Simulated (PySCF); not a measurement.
SMILES CC(=O)C[SiH2]C#N at its GFN2-xTB optimised geometry (Å):

```
14

C      1.3429     1.0019    -1.3670
C      0.9599    -0.4541    -1.3286
O      1.0104    -1.1739    -2.2964
C      0.4660    -0.9442     0.0000
Si    -1.4480    -0.9442     0.0000
C     -1.9364     0.8626     0.0000
N     -2.2155     1.9737    -0.0002
H      2.2155     1.1647    -0.7366
H      1.5769     1.3029    -2.3847
H      0.5274     1.6104    -0.9801
H      0.7943    -1.9737     0.1430
H      0.8495    -0.3321     0.8149
H     -2.0067    -1.5498    -1.2037
H     -1.9477    -1.5118     1.2538
```

Method: CAM-B3LYP/def2-TZVP (PySCF).

Map of the Laplacian of the electron density (e/bohr⁵), clipped to [-1.50, 1.50] on the plane z = 0.8 Å:

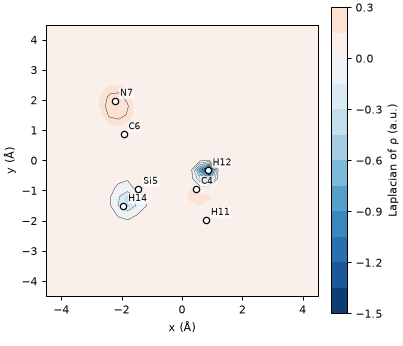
Laplacian of the electron density (e/bohr⁵), clipped to [-1.50, 1.50] on the plane z = 0.8 Å.
